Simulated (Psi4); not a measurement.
# MP3/6-31G(d) (spherical functions) run of GaSiH4OF (SMILES [F][GaH][O][SiH3])

Aim: the vertical ionisation energy of GaSiH4OF at MP3/6-31G* (spherical functions), from 2 runs. Input form: a QCSchema input.

Program for the calculation: Psi4 1.11.

9 further runs of the same task are left out: 7 that didn't finish, 2 set aside as unsound or not needed.

### 1 The structure to begin with

The species is GaSiH4OF (8 atoms), meant as a singlet with charge 0. SMILES: `[F][GaH][O][SiH3]`. The coordinates come from a PBE0-D4/def2-TZVP relaxation. This is one conformer, not always the lowest.

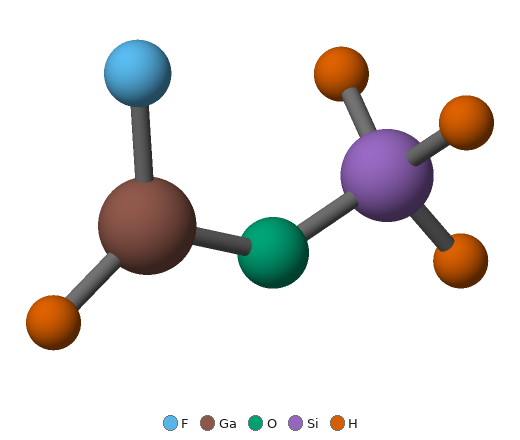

Viewed from a chosen angle; fluorine blue, gallium brown, oxygen teal, silicon purple, hydrogen orange.

### 2 A single-point energy at MP3/6-31G(d) (spherical functions)

job.json reads:

```json
{
 "schema_name": "qcschema_input",
 "schema_version": 1,
 "molecule": {
  "schema_name": "qcschema_molecule",
  "schema_version": 2,
  "symbols": ["F", "Ga", "O", "Si", "H", "H", "H", "H"],
  "geometry": [1.61968426, 2.78167686, 3.48881237, 2.50180842, 2.30584382, 0.33542639, 0.60886976, 0.04686521, -1.21698362, -1.80053105, -1.78730297, -0.56521708, 4.7112762, 3.74959458, -0.87513217, -2.43302239, -3.2450377, -2.87843083, -1.16898458, -3.5797082, 1.50592275, -4.03891165, -0.27174262, 0.2056022],
  "molecular_charge": 0,
  "molecular_multiplicity": 1,
  "fix_symmetry": "c1",
  "fix_com": true,
  "fix_orientation": true
 },
 "driver": "energy",
 "model": {
  "method": "mp3",
  "basis": "6-31G*"
 },
 "keywords": {
  "reference": "rhf",
  "puream": true,
  "e_convergence": 1e-09,
  "d_convergence": 1e-08,
  "scf_type": "pk",
  "num_frozen_docc": 16,
  "mp_type": "conv"
 }
}
```

On the command line:

```
psi4 --qcschema job.json -n 1 --memory 2200MB
```

stdout:

```text
[...]
  Running in c1 symmetry.
[...]
  Nuclear repulsion =  350.543607697449147
[...]
  Multiplicity = 1
[...]
  Nalpha       = 33
  Nbeta        = 33
[...]
    Number of basis functions: 86
[...]
   @RHF iter   1: -2387.29208576996052   -3.65620e+00   2.94378e-02 ADIIS/DIIS
[...]
   @RHF iter  12: -2388.61094490061259   -4.09273e-12   2.94300e-09 DIIS
[...]
    Orbital Energies [Eh]
    ---------------------
    Doubly Occupied:
       1A   -378.876723     2A    -68.781605     3A    -48.251914
       4A    -42.584855     5A    -42.580686     6A    -42.580342
       7A    -26.241610     8A    -20.555827     9A     -6.467629
      10A     -6.138853    11A     -4.564305    12A     -4.557757
      13A     -4.557125    14A     -4.245420    15A     -4.244431
      16A     -4.244421    17A     -1.519141    18A     -1.328999
      19A     -1.252162    20A     -1.249075    21A     -1.248750
      22A     -1.245010    23A     -1.223091    24A     -0.734043
      25A     -0.657492    26A     -0.607918    27A     -0.597704
      28A     -0.588212    29A     -0.547950    30A     -0.545944
      31A     -0.504624    32A     -0.452378    33A     -0.450935
[...]
  @RHF Final Energy: -2388.61094490061259
   => Energetics <=
    Nuclear Repulsion Energy =            350.5436076974491471
    One-Electron Energy =               -4029.8552430621521125
    Two-Electron Energy =                1290.7006904640902576
    Total Energy =                      -2388.6109449006125942
[...]
 Multipole Moments:
 ------------------------------------------------------------------------------------
     Multipole            Electronic (a.u.)      Nuclear  (a.u.)        Total (a.u.)
 ------------------------------------------------------------------------------------
 L = 1.  Multiply by 2.5417464519 to convert [e a0] to [Debye]
 Dipole X            :        -68.4025245           68.8671003            0.4645758
 Dipole Y            :        -68.3155229           68.5220363            0.2065134
 Dipole Z            :        -22.6094332           22.1065833           -0.5028500
 Magnitude           :                                                    0.7150780
[...]
	SCS-MP2 Total Energy (a.u.)        : -2389.24660964927625
	SOS-MP2 Total Energy (a.u.)        : -2389.23090166275460
[...]
	SOS-PI-MP2 Total Energy (a.u.)     : -2389.27859064445784
[...]
	MP2 Total Energy (a.u.)            : -2389.27802562231864
[...]
	SCS-MP3 Total Energy (a.u.)        : -2389.24206934854328
[...]
	MP3 Total Energy (a.u.)            : -2389.25986441938721
[...]
```

The result, in JSON:

```text
{
 "driver": "energy",
 "model": {
  "method": "mp3",
  "basis": "6-31G*"
 },
 "success": true,
 "return_result": -2389.259864419387,
 "properties": {
  "calcinfo_nbasis": 86,
  "calcinfo_nmo": 86,
  "calcinfo_nalpha": 33,
  "calcinfo_nbeta": 33,
  "calcinfo_natom": 8,
  "nuclear_repulsion_energy": 350.54360769744915,
  "return_energy": -2389.259864419387,
  "scf_one_electron_energy": -4029.855243062152,
  "scf_two_electron_energy": 1290.7006904640903,
  "scf_dipole_moment": [0.4645758074617419, 0.2065134024523303, -0.5028499572838747],
  "scf_total_energy": -2388.6109449006126,
  "scf_iterations": 12,
  "mp2_same_spin_correlation_energy": -0.1901909046738163,
  "mp2_opposite_spin_correlation_energy": -0.4768898170323143,
  "mp2_singles_energy": 0.0,
  "mp2_doubles_energy": -0.6670807217061306,
  "mp2_correlation_energy": -0.6670807217060428,
  "mp2_total_energy": -2389.2780256223186
 }
}
```

It took 6.9 s on 1 thread of Intel Xeon 6975P-C (Granite Rapids), shared host; peak memory 0.49 GiB.

### 3 The doublet cation

fgah4osi.json reads:

```json
{
 "schema_name": "qcschema_input",
 "schema_version": 1,
 "molecule": {
  "schema_name": "qcschema_molecule",
  "schema_version": 2,
  "symbols": ["F", "Ga", "O", "Si", "H", "H", "H", "H"],
  "geometry": [1.61968426, 2.78167686, 3.48881237, 2.50180842, 2.30584382, 0.33542639, 0.60886976, 0.04686521, -1.21698362, -1.80053105, -1.78730297, -0.56521708, 4.7112762, 3.74959458, -0.87513217, -2.43302239, -3.2450377, -2.87843083, -1.16898458, -3.5797082, 1.50592275, -4.03891165, -0.27174262, 0.2056022],
  "molecular_charge": 1,
  "molecular_multiplicity": 2,
  "fix_symmetry": "c1",
  "fix_com": true,
  "fix_orientation": true
 },
 "driver": "energy",
 "model": {
  "method": "mp3",
  "basis": "6-31G*"
 },
 "keywords": {
  "reference": "uhf",
  "puream": true,
  "e_convergence": 1e-09,
  "d_convergence": 1e-06,
  "scf_type": "pk",
  "num_frozen_docc": 16,
  "maxiter": 150,
  "mp_type": "conv",
  "guess": "sap",
  "orbital_optimizer_package": "ooo"
 }
}
```

On the command line:

```
psi4 --qcschema fgah4osi.json -n 1 --memory 2200MB
```

stdout:

```text
[...]
  Running in c1 symmetry.
[...]
  Nuclear repulsion =  350.543607697449147
[...]
  Multiplicity = 2
[...]
  Nalpha       = 33
  Nbeta        = 32
[...]
    Number of basis functions: 86
[...]
   @UHF iter   1: -2387.48113483249654   -2.38748e+03   1.36084e-02 ADIIS+DIIS
[...]
   @UHF iter  24: -2388.22207765592202   -9.38599e-10   5.58866e-07 Converged
[...]
   @S^2 Observed:                7.638357387E-01
[...]
    Orbital Energies [Eh]
    ---------------------
    Alpha Occupied:
       1A   -379.116016     2A    -69.010791     3A    -48.491188
       4A    -42.823419     5A    -42.820537     6A    -42.819436
       7A    -26.445012     8A    -20.977332     9A     -6.706621
      10A     -6.374089    11A     -4.801083    12A     -4.799468
      13A     -4.794116    14A     -4.481825    15A     -4.477979
      16A     -4.477639    17A     -1.750267    18A     -1.717787
      19A     -1.491006    20A     -1.490132    21A     -1.486550
      22A     -1.485160    23A     -1.476442    24A     -1.069828
      25A     -1.031512    26A     -0.935400    27A     -0.869465
      28A     -0.833430    29A     -0.793284    30A     -0.789551
      31A     -0.703604    32A     -0.697139    33A     -0.687531
[...]
  @UHF Final Energy: -2388.22207765591793
   => Energetics <=
    Nuclear Repulsion Energy =            350.5436076974491471
    One-Electron Energy =               -4013.4387102967434657
    Two-Electron Energy =                1274.6730249433765039
    Total Energy =                      -2388.2220776559179285
  UHF NO Occupations:
  HONO-2 :   31  A 1.9985892
  HONO-1 :   32  A 1.9961919
[...]
 Multipole Moments:
 ------------------------------------------------------------------------------------
     Multipole            Electronic (a.u.)      Nuclear  (a.u.)        Total (a.u.)
 ------------------------------------------------------------------------------------
 L = 1.  Multiply by 2.5417464519 to convert [e a0] to [Debye]
 Dipole X            :        -68.1912378           68.8671003            0.6758625
 Dipole Y            :        -68.4074844           68.5220363            0.1145519
 Dipole Z            :        -23.3034208           22.1065833           -1.1968375
 Magnitude           :                                                    1.3792506
[...]
	SCS-MP2 Total Energy (a.u.)        : -2388.81609858147840
	SOS-MP2 Total Energy (a.u.)        : -2388.80232609258246
[...]
	SOS-PI-MP2 Total Energy (a.u.)     : -2388.84696058771033
[...]
	MP2 Total Energy (a.u.)            : -2388.84364355927073
[...]
	SCS-MP3 Total Energy (a.u.)        : -2388.81445323376056
[...]
	MP3 Total Energy (a.u.)            : -2388.83706216839983
[...]
```

The result, in JSON:

```text
{
 "driver": "energy",
 "model": {
  "method": "mp3",
  "basis": "6-31G*"
 },
 "success": true,
 "return_result": -2388.8370621684,
 "properties": {
  "calcinfo_nbasis": 86,
  "calcinfo_nmo": 86,
  "calcinfo_nalpha": 33,
  "calcinfo_nbeta": 32,
  "calcinfo_natom": 8,
  "nuclear_repulsion_energy": 350.54360769744915,
  "return_energy": -2388.8370621684,
  "scf_one_electron_energy": -4013.4387102967435,
  "scf_two_electron_energy": 1274.6730249433765,
  "scf_dipole_moment": [0.6758625438437207, 0.11455188742540656, -1.1968374657410834],
  "scf_total_energy": -2388.222077655918,
  "scf_iterations": 24,
  "mp2_same_spin_correlation_energy": -0.17522095207261174,
  "mp2_opposite_spin_correlation_energy": -0.44634495128028145,
  "mp2_singles_energy": 0.0,
  "mp2_doubles_energy": -0.6215659033528932,
  "mp2_correlation_energy": -0.6215659033528027,
  "mp2_total_energy": -2388.8436435592707
 }
}
```

It took 11 s on 1 thread of Intel Xeon 6975P-C (Granite Rapids), shared host; peak memory 0.47 GiB.

### 4 What came out

Level: MP3/6-31G* (spherical functions), 16 core orbitals frozen.

| quantity | value |
| --- | --- |
| singlet GaSiH4OF: total energy | -2389.25986 Eh |
| singlet GaSiH4OF: HOMO energy (Hartree–Fock orbitals) | -12.27 eV |
| singlet GaSiH4OF: LUMO energy (Hartree–Fock orbitals) | 1.53 eV |
| singlet GaSiH4OF: HOMO–LUMO gap (Hartree–Fock orbitals) | 13.80 eV |
| singlet GaSiH4OF: correlation energy (16 core orbitals frozen) | -648.9 mEh |
| doublet cation: total energy | -2388.83706 Eh |
| doublet cation: HOMO energy (Hartree–Fock orbitals) (highest over α and β) | -18.28 eV |
| doublet cation: LUMO energy (Hartree–Fock orbitals) (lowest over α and β) | -8.25 eV |
| doublet cation: correlation energy (16 core orbitals frozen) | -615.0 mEh |
| doublet cation: ⟨S²⟩ of the reference determinant | 0.764 |
| vertical ionisation energy (to the doublet cation) | 11.505 eV |

What this shows: Removing an electron at fixed nuclei costs 11.51 eV (1110 kJ/mol).
